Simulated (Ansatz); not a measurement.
Molecular dynamics of TaN2H3ClF

TaN2H3ClF, SMILES [NH]=[Ta]([NH2])([F])[Cl], computed with RKS r2SCAN-d3bjatm/def2-SVP (Ansatz 0.2.0).

The geometry comes from this level: PBE0-D4/def2-TZVP. Figures and captions count atoms from 1; the log counts them from 0 in places.

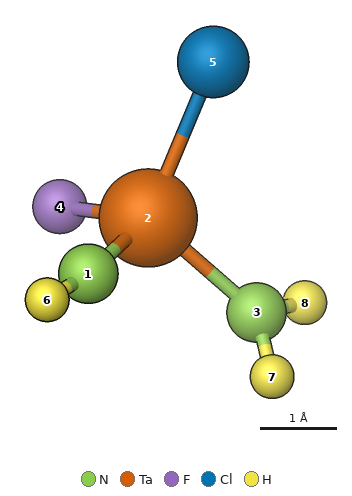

*The input geometry (ball-and-stick view, seen at a tilt; atoms are numbered from 1 in the order of the input). Sticks mark near contacts.*

Bond lengths as drawn: Cl–Ta 2.32 Å, F–Ta 1.89 Å, H–N 1.01 Å and N–Ta 1.76 to 1.96 Å.

Input
```yaml
crystal:
  periodic: [false, false, false]
  atoms:
    - {symbol: N, position_ang: [-0.772008, 1.350911, 0.649178]}
    - {symbol: Ta, position_ang: [-0.332112, 0.116711, -0.520994]}
    - {symbol: N, position_ang: [0.900027, -1.033108, 0.478721]}
    - {symbol: F, position_ang: [-1.842426, -0.871718, -1.070018]}
    - {symbol: Cl, position_ang: [0.734620, 1.057147, -2.353946]}
    - {symbol: H, position_ang: [-1.114817, 2.087279, 1.243024]}
    - {symbol: H, position_ang: [1.194524, -0.901675, 1.433345]}
    - {symbol: H, position_ang: [1.324391, -1.862746, 0.084892]}
basis:
  gaussian: {orbitals: def2-SVP}
hamiltonian: {xc: {name: r2SCAN}, dispersion: d3bjatm}
md: {timestep: 0.5 fs, n_steps: 30, ensemble: nve, temperature: 300, initial_velocities: maxwell_boltzmann, seed: 666}
```

Run as:
```bash
ansatz run in.yaml --threads 4 --pin off --events-out ev --progress --plain --max-ram 10444MiB
```

The program's output
```
Functional definition: r2SCAN
  name "r2SCAN"
  cite "Furness, Kaplan, Ning, Perdew & Sun, J. Phys. Chem. Lett. 11, 8208 (2020) doi:10.1021/acs.jpclett.0c02405"
  cite "Furness, Kaplan, Ning, Perdew & Sun, J. Phys. Chem. Lett. 11, 9248 (2020) doi:10.1021/acs.jpclett.0c03077"
  parent r2scan
  parameter k0 = 0.174
  parameter k1 = 0.065
  parameter a1 = 4.9479
  exchange = r2scan_x(k0 = k0, k1 = k1, a1 = a1)
  correlation = r2scan_c
1165 factors; their error is unknown
mean field evaluation 1: about -19796.9367 eV, gradient 9.5e1 eV
mean field evaluation 2: about -19630.6754 eV, gradient 2.6e2 eV
mean field evaluation 4: about -19813.1673 eV, gradient 2.8e1 eV
mean field evaluation 8: about -19814.9422 eV, gradient 5.7e-1 eV
mean field evaluation 16: about -19814.8816 eV, gradient 1.6e-3 eV
mean field -19814.88156596 eV, -728.1834665398 hartree, gradient 2.4e-5 eV, S^2 0.000000; 0 other end points of the search recorded, 0 dependent functions left out
the calculation of the forces begins
reference -19814.88158672 eV, -728.1834673030 hartree; 28, 28 occupied and 79, 79 virtual orbitals, 1165 factors
md step     0: t =     0.00 fs  T =   300.0 K  F+E_penalty+E_count = -19814.93279325 eV  E_kin = 0.232668 eV  conserved = -19814.70012525 eV  (31 SCF iters)
these checks for a lower state are left out or cut short: starts, cluster_reference, orbital_swaps, neighbouring_geometries, increment
1165 factors; their error is unknown
mean field -19814.88550332 eV, -728.1836112352 hartree, gradient 1.4e-5 eV, S^2 0.000000; 0 other end points of the search recorded, 0 dependent functions left out
the calculation of the forces begins
reference -19814.88552407 eV, -728.1836119979 hartree; 28, 28 occupied and 79, 79 virtual orbitals, 1165 factors
md step     1: t =     0.50 fs  T =   305.0 K  F+E_penalty+E_count = -19814.93671271 eV  E_kin = 0.236520 eV  conserved = -19814.70019289 eV  (34 SCF iters)
[... from here on the SCF iterations and repeated set-up lines of each step are left out, up to the last step ...]
md step     2: t =     1.00 fs  T =   296.3 K  F+E_penalty+E_count = -19814.92979525 eV  E_kin = 0.229813 eV  conserved = -19814.69998216 eV  (34 SCF iters)
md step     3: t =     1.50 fs  T =   277.9 K  F+E_penalty+E_count = -19814.91513191 eV  E_kin = 0.215515 eV  conserved = -19814.69961715 eV  (34 SCF iters)
md step     4: t =     2.00 fs  T =   256.7 K  F+E_penalty+E_count = -19814.89832863 eV  E_kin = 0.199084 eV  conserved = -19814.69924435 eV  (34 SCF iters)
md step     5: t =     2.50 fs  T =   240.1 K  F+E_penalty+E_count = -19814.88521437 eV  E_kin = 0.186233 eV  conserved = -19814.69898140 eV  (34 SCF iters)
md step     6: t =     3.00 fs  T =   233.4 K  F+E_penalty+E_count = -19814.87993876 eV  E_kin = 0.181040 eV  conserved = -19814.69889910 eV  (33 SCF iters)
md step     7: t =     3.50 fs  T =   238.3 K  F+E_penalty+E_count = -19814.88380113 eV  E_kin = 0.184781 eV  conserved = -19814.69901977 eV  (34 SCF iters)
md step     8: t =     4.00 fs  T =   252.2 K  F+E_penalty+E_count = -19814.89488744 eV  E_kin = 0.195573 eV  conserved = -19814.69931457 eV  (34 SCF iters)
md step     9: t =     4.50 fs  T =   269.3 K  F+E_penalty+E_count = -19814.90855420 eV  E_kin = 0.208853 eV  conserved = -19814.69970125 eV  (34 SCF iters)
md step    10: t =     5.00 fs  T =   282.0 K  F+E_penalty+E_count = -19814.91879104 eV  E_kin = 0.218745 eV  conserved = -19814.70004617 eV  (34 SCF iters)
md step    11: t =     5.50 fs  T =   283.9 K  F+E_penalty+E_count = -19814.92036185 eV  E_kin = 0.220168 eV  conserved = -19814.70019350 eV  (34 SCF iters)
md step    12: t =     6.00 fs  T =   272.3 K  F+E_penalty+E_count = -19814.91120845 eV  E_kin = 0.211174 eV  conserved = -19814.70003434 eV  (34 SCF iters)
md step    13: t =     6.50 fs  T =   250.7 K  F+E_penalty+E_count = -19814.89402747 eV  E_kin = 0.194431 eV  conserved = -19814.69959652 eV  (34 SCF iters)
md step    14: t =     7.00 fs  T =   227.7 K  F+E_penalty+E_count = -19814.87570727 eV  E_kin = 0.176624 eV  conserved = -19814.69908372 eV  (35 SCF iters)
md step    15: t =     7.50 fs  T =   213.2 K  F+E_penalty+E_count = -19814.86415395 eV  E_kin = 0.165369 eV  conserved = -19814.69878503 eV  (34 SCF iters)
md step    16: t =     8.00 fs  T =   212.8 K  F+E_penalty+E_count = -19814.86393515 eV  E_kin = 0.165054 eV  conserved = -19814.69888156 eV  (35 SCF iters)
md step    17: t =     8.50 fs  T =   224.7 K  F+E_penalty+E_count = -19814.87358475 eV  E_kin = 0.174275 eV  conserved = -19814.69930955 eV  (34 SCF iters)
md step    18: t =     9.00 fs  T =   240.8 K  F+E_penalty+E_count = -19814.88653864 eV  E_kin = 0.186725 eV  conserved = -19814.69981372 eV  (32 SCF iters)
md step    19: t =     9.50 fs  T =   251.2 K  F+E_penalty+E_count = -19814.89494446 eV  E_kin = 0.194811 eV  conserved = -19814.70013342 eV  (35 SCF iters)
md step    20: t =    10.00 fs  T =   249.5 K  F+E_penalty+E_count = -19814.89364708 eV  E_kin = 0.193497 eV  conserved = -19814.70014995 eV  (35 SCF iters)
md step    21: t =    10.50 fs  T =   235.0 K  F+E_penalty+E_count = -19814.88212295 eV  E_kin = 0.182219 eV  conserved = -19814.69990445 eV  (35 SCF iters)
md step    22: t =    11.00 fs  T =   212.0 K  F+E_penalty+E_count = -19814.86397917 eV  E_kin = 0.164451 eV  conserved = -19814.69952828 eV  (35 SCF iters)
md step    23: t =    11.50 fs  T =   188.0 K  F+E_penalty+E_count = -19814.84498169 eV  E_kin = 0.145816 eV  conserved = -19814.69916524 eV  (35 SCF iters)
md step    24: t =    12.00 fs  T =   170.0 K  F+E_penalty+E_count = -19814.83079158 eV  E_kin = 0.131864 eV  conserved = -19814.69892719 eV  (35 SCF iters)
md step    25: t =    12.50 fs  T =   162.8 K  F+E_penalty+E_count = -19814.82515472 eV  E_kin = 0.126277 eV  conserved = -19814.69887804 eV  (35 SCF iters)
md step    26: t =    13.00 fs  T =   167.4 K  F+E_penalty+E_count = -19814.82884573 eV  E_kin = 0.129814 eV  conserved = -19814.69903175 eV  (36 SCF iters)
md step    27: t =    13.50 fs  T =   180.6 K  F+E_penalty+E_count = -19814.83944305 eV  E_kin = 0.140093 eV  conserved = -19814.69934999 eV  (36 SCF iters)
md step    28: t =    14.00 fs  T =   196.3 K  F+E_penalty+E_count = -19814.85197691 eV  E_kin = 0.152238 eV  conserved = -19814.69973901 eV  (35 SCF iters)
md step    29: t =    14.50 fs  T =   206.8 K  F+E_penalty+E_count = -19814.86046728 eV  E_kin = 0.160410 eV  conserved = -19814.70005726 eV  (35 SCF iters)
these checks for a lower state are left out or cut short: starts, cluster_reference, orbital_swaps, neighbouring_geometries, increment
1165 factors; their error is unknown
mean field -19814.80917507 eV, -728.1808062237 hartree, gradient 1.5e-5 eV, S^2 0.000000; 0 other end points of the search recorded, 0 dependent functions left out
the calculation of the forces begins
reference -19814.80919581 eV, -728.1808069860 hartree; 28, 28 occupied and 79, 79 virtual orbitals, 1165 factors
1165 factors; their error is unknown
mean field evaluation 256: about -19812.6477 eV, gradient 3.2e1 eV
mean field -19814.80917507 eV, -728.1808062237 hartree, gradient 1.6e-5 eV, S^2 0.000000; 1 other end points of the search recorded, 0 dependent functions left out
the calculation of the forces begins
reference -19814.80919581 eV, -728.1808069860 hartree; 28, 28 occupied and 79, 79 virtual orbitals, 1165 factors
md step    30: t =    15.00 fs  T =   206.3 K  F+E_penalty+E_count = -19814.86017387 eV  E_kin = 0.160022 eV  conserved = -19814.70015211 eV  (32 SCF iters)
```

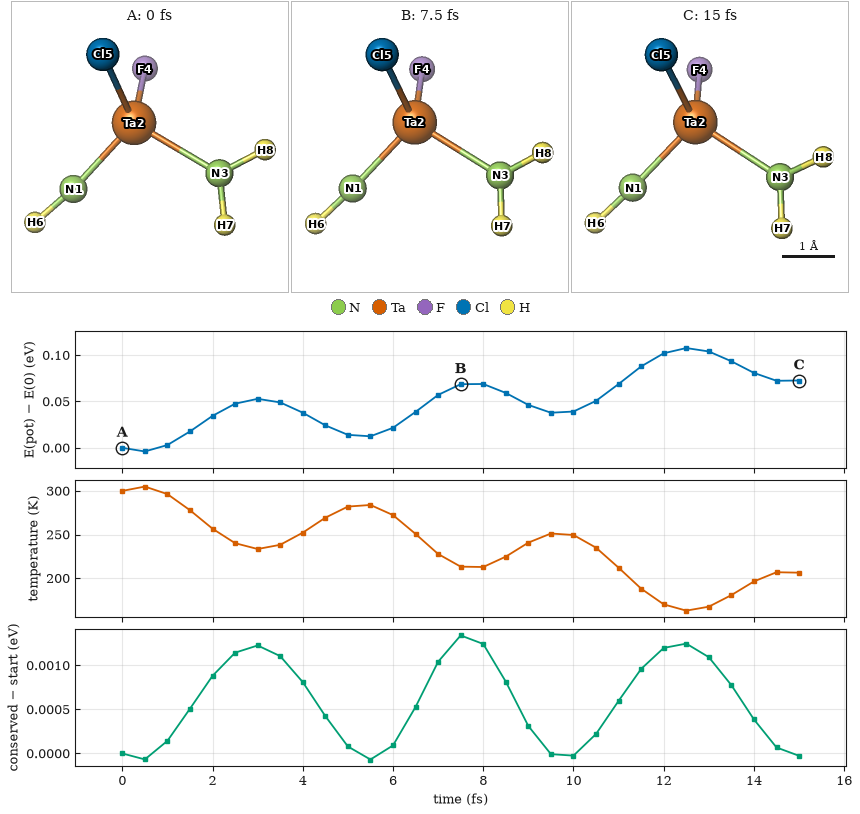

*Frames of the molecular dynamics (ball-and-stick, seen at a tilt) above the curves, on which the letters mark them.*

The trajectory kept here has 31 frames over 15 fs. The temperature starts at 300 K, ranges from 163 to 305 K and averages 207 K over the second half. The potential energy ends 0.073 eV above its first value. The conserved quantity stays within 0.0014 eV. After an unweighted best fit of the last frame on the first, the root-mean-square displacement is 0.10 Å, and F4 has moved furthest (0.18 Å).

```
Total energy: -19814.86019462 eV, -728.1826811575 hartree
Atom 0 at    -0.809191     1.358033     0.627142 Å, force     0.304659    -0.423310    -0.255036 eV/Å
Atom 1 at    -0.321778     0.098544    -0.530107 Å, force    -0.492689     0.537456     1.029868 eV/Å
Atom 2 at     0.909394    -1.018182     0.564666 Å, force     0.192751     0.148259    -0.588935 eV/Å
Atom 3 at    -1.917456    -0.790034    -1.043934 Å, force     0.179587    -0.197043    -0.046724 eV/Å
Atom 4 at     0.724895     1.089341    -2.350165 Å, force     0.145118     0.034399    -0.163256 eV/Å
Atom 5 at    -1.171163     2.070283     1.261331 Å, force     0.068461    -0.127128    -0.223104 eV/Å
Atom 6 at     1.302432    -0.768456     1.462175 Å, force    -0.159286     0.173818     0.426602 eV/Å
Atom 7 at     1.560483    -1.695906     0.160973 Å, force    -0.238602    -0.146451    -0.179416 eV/Å
Dipole moment:     0.386842    -0.196575     0.414149 e Å
```

Trajectory as extended XYZ (Å, eV, eV/Å), 12 of the 31 frames kept, from step=0 to step=30
```
8
Properties=species:S:1:pos:R:3:forces:R:3 step=0 time_fs=0.0 energy=-19814.93279 temperature=300.0
N    -0.7720    1.3509    0.6492   -0.0126   0.1148   0.2157
Ta   -0.3321    0.1167   -0.5210    0.1506  -0.2882  -0.3383
N     0.9000   -1.0331    0.4787   -0.2119   0.2332  -0.1018
F    -1.8424   -0.8717   -1.0700   -0.2880  -0.1704  -0.0519
Cl    0.7346    1.0571   -2.3539    0.1546   0.1434  -0.2256
H    -1.1148    2.0873    1.2430   -0.1398   0.3030   0.2305
H     1.1945   -0.9017    1.4333    0.1639   0.0040   0.4110
H     1.3244   -1.8627    0.0849    0.1832  -0.3397  -0.1397
8
Properties=species:S:1:pos:R:3:forces:R:3 step=3 time_fs=1.5 energy=-19814.91513 temperature=277.9
N    -0.7766    1.3526    0.6469   -0.0102   0.1258   0.2313
Ta   -0.3310    0.1148   -0.5221    0.1068  -0.1464  -0.1288
N     0.8997   -1.0321    0.4874    0.6204  -0.3764   0.5886
F    -1.8489   -0.8623   -1.0670   -0.2920  -0.2081  -0.0720
Cl    0.7332    1.0601   -2.3529    0.1671   0.1407  -0.2415
H    -1.1199    2.0854    1.2522   -0.0751   0.1563   0.0923
H     1.2114   -0.8671    1.4664   -0.2013  -0.3319  -0.9505
H     1.3610   -1.8649    0.0666   -0.3157   0.6400   0.4806
8
Properties=species:S:1:pos:R:3:forces:R:3 step=5 time_fs=2.5 energy=-19814.88521 temperature=240.1
N    -0.7797    1.3539    0.6457   -0.0421   0.2019   0.3002
Ta   -0.3303    0.1135   -0.5229    0.0735  -0.0496   0.0212
N     0.8999   -1.0317    0.4936    0.8994  -0.5225   0.7296
F    -1.8535   -0.8562   -1.0650   -0.2860  -0.2275  -0.0820
Cl    0.7323    1.0620   -2.3523    0.1734   0.1373  -0.2484
H    -1.1243    2.0863    1.2596    0.0061  -0.0214  -0.0689
H     1.2208   -0.8475    1.4791   -0.3174  -0.4745  -1.3681
H     1.3823   -1.8601    0.0592   -0.5070   0.9563   0.7164
8
Properties=species:S:1:pos:R:3:forces:R:3 step=8 time_fs=4.0 energy=-19814.89489 temperature=252.2
N    -0.7844    1.3561    0.6441   -0.0449   0.2145   0.3203
Ta   -0.3292    0.1115   -0.5241    0.0129   0.1024   0.2658
N     0.9014   -1.0317    0.5039    0.6966  -0.2989   0.3957
F    -1.8605   -0.8472   -1.0621   -0.2607  -0.2458  -0.0906
Cl    0.7310    1.0651   -2.3515    0.1785   0.1284  -0.2506
H    -1.1305    2.0868    1.2691    0.0929  -0.2093  -0.2485
H     1.2294   -0.8267    1.4740   -0.2312  -0.4717  -1.0770
H     1.4053   -1.8361    0.0610   -0.4442   0.7806   0.6849
8
Properties=species:S:1:pos:R:3:forces:R:3 step=11 time_fs=5.5 energy=-19814.92036 temperature=283.9
N    -0.7891    1.3585    0.6430    0.0676  -0.0218   0.1243
Ta   -0.3281    0.1096   -0.5252   -0.0658   0.2619   0.5234
N     0.9039   -1.0321    0.5147   -0.2321   0.3107  -0.4618
F    -1.8679   -0.8386   -1.0593   -0.2168  -0.2517  -0.0920
Cl    0.7298    1.0682   -2.3509    0.1785   0.1153  -0.2437
H    -1.1350    2.0831    1.2735    0.0737  -0.1697  -0.2323
H     1.2334   -0.8155    1.4474    0.1486  -0.1835   0.1716
H     1.4194   -1.7964    0.0768    0.0463  -0.0612   0.2105
8
Properties=species:S:1:pos:R:3:forces:R:3 step=14 time_fs=7.0 energy=-19814.87571 temperature=227.7
N    -0.7937    1.3609    0.6421    0.2644  -0.4341  -0.2344
Ta   -0.3270    0.1077   -0.5263   -0.1595   0.4167   0.7613
N     0.9060   -1.0320    0.5247   -1.2663   0.9020  -1.2130
F    -1.8755   -0.8302   -1.0566   -0.1615  -0.2496  -0.0894
Cl    0.7288    1.0714   -2.3504    0.1756   0.1007  -0.2323
H    -1.1380    2.0762    1.2733   -0.0329   0.0533  -0.0500
H     1.2407   -0.8081    1.4246    0.5368   0.1860   1.4362
H     1.4347   -1.7581    0.0969    0.6434  -0.9750  -0.3783
8
Properties=species:S:1:pos:R:3:forces:R:3 step=16 time_fs=8.0 energy=-19814.86394 temperature=212.8
N    -0.7966    1.3622    0.6414    0.3848  -0.6830  -0.4569
Ta   -0.3263    0.1064   -0.5270   -0.2248   0.5075   0.8888
N     0.9064   -1.0313    0.5305   -1.3433   0.9873  -1.1601
F    -1.8806   -0.8247   -1.0549   -0.1231  -0.2470  -0.0871
Cl    0.7281    1.0736   -2.3502    0.1735   0.0919  -0.2257
H    -1.1402    2.0718    1.2722   -0.1031   0.1990   0.0734
H     1.2514   -0.8016    1.4246    0.5109   0.2435   1.4679
H     1.4518   -1.7429    0.1066    0.7250  -1.0993  -0.5003
8
Properties=species:S:1:pos:R:3:forces:R:3 step=19 time_fs=9.5 energy=-19814.89494 temperature=251.2
N    -0.8004    1.3632    0.6396    0.4581  -0.8257  -0.5914
Ta   -0.3253    0.1046   -0.5279   -0.3157   0.6091   1.0147
N     0.9055   -1.0289    0.5378   -0.2795   0.5541  -0.3654
F    -1.8885   -0.8168   -1.0524   -0.0664  -0.2432  -0.0837
Cl    0.7272    1.0769   -2.3500    0.1708   0.0813  -0.2187
H    -1.1455    2.0690    1.2721   -0.1233   0.2407   0.1052
H     1.2755   -0.7879    1.4483   -0.0006  -0.0138   0.2839
H     1.4890   -1.7383    0.1131    0.1566  -0.4024  -0.1446
8
Properties=species:S:1:pos:R:3:forces:R:3 step=22 time_fs=11.0 energy=-19814.86398 temperature=212.0
N    -0.8035    1.3629    0.6370    0.3911  -0.6721  -0.4616
Ta   -0.3242    0.1028   -0.5286   -0.3886   0.6558   1.0666
N     0.9042   -1.0258    0.5444    1.0354  -0.0354   0.3470
F    -1.8964   -0.8091   -1.0500   -0.0080  -0.2375  -0.0784
Cl    0.7265    1.0802   -2.3498    0.1673   0.0717  -0.2115
H    -1.1532    2.0709    1.2738   -0.0282   0.0484  -0.0702
H     1.2995   -0.7746    1.4782   -0.5446  -0.3001  -0.9158
H     1.5294   -1.7421    0.1166   -0.6244   0.4692   0.3237
8
Properties=species:S:1:pos:R:3:forces:R:3 step=25 time_fs=12.5 energy=-19814.82515 temperature=162.8
N    -0.8060    1.3617    0.6336    0.2890  -0.4418  -0.2615
Ta   -0.3233    0.1012   -0.5293   -0.4416   0.6469   1.0720
N     0.9043   -1.0226    0.5516    1.5631  -0.3034   0.4774
F    -1.9044   -0.8018   -1.0476    0.0568  -0.2266  -0.0693
Cl    0.7258    1.0836   -2.3499    0.1613   0.0603  -0.1989
H    -1.1615    2.0738    1.2740    0.0860  -0.1765  -0.2729
H     1.3124   -0.7674    1.4899   -0.7341  -0.3440  -1.2045
H     1.5570   -1.7367    0.1265   -0.9804   0.7852   0.4576
8
Properties=species:S:1:pos:R:3:forces:R:3 step=27 time_fs=13.5 energy=-19814.83944 temperature=180.6
N    -0.8074    1.3604    0.6311    0.2598  -0.3651  -0.1969
Ta   -0.3227    0.1001   -0.5297   -0.4672   0.6153   1.0626
N     0.9057   -1.0207    0.5568    1.3307  -0.2477   0.2131
F    -1.9097   -0.7970   -1.0461    0.1043  -0.2160  -0.0611
Cl    0.7254    1.0859   -2.3499    0.1557   0.0509  -0.1866
H    -1.1662    2.0740    1.2712    0.1177  -0.2344  -0.3233
H     1.3125   -0.7666    1.4837   -0.6230  -0.2140  -0.8255
H     1.5642   -1.7241    0.1384   -0.8780   0.6111   0.3178
8
Properties=species:S:1:pos:R:3:forces:R:3 step=30 time_fs=15.0 energy=-19814.86017 temperature=206.3
N    -0.8092    1.3580    0.6271    0.3047  -0.4233  -0.2550
Ta   -0.3218    0.0985   -0.5301   -0.4927   0.5375   1.0299
N     0.9094   -1.0182    0.5647    0.1928   0.1483  -0.5889
F    -1.9175   -0.7900   -1.0439    0.1796  -0.1970  -0.0467
Cl    0.7249    1.0893   -2.3502    0.1451   0.0344  -0.1633
H    -1.1712    2.0703    1.2613    0.0685  -0.1271  -0.2231
H     1.3024   -0.7685    1.4622   -0.1593   0.1738   0.4266
H     1.5605   -1.6959    0.1610   -0.2386  -0.1465  -0.1794
```

Results in brief

- outcome: finished
- mean temperature over the second half: 207 K
- trajectory: 30 steps, 15 fs
- ensemble: nve
- temperature in the input: 300 K
- time step: 0.5 fs
- potential energy (last step): −19814.8602 eV
- mean-field energy (last step): −19814.8092 eV
- dispersion energy (last step): −0.0510 eV
- SCF solution under orbital rotations (last step): stable
- largest force (length of the vector) (last step): 1.262 eV/Å
- dipole moment (last step): 2.88 D
- hardware: 4 threads of Intel Xeon @ 2.90GHz, 15 GiB of memory available, shared host
- wall time: 66 s (CPU time 4 min)
- peak memory: 0.21 GiB

So short a trajectory is not equilibrated.
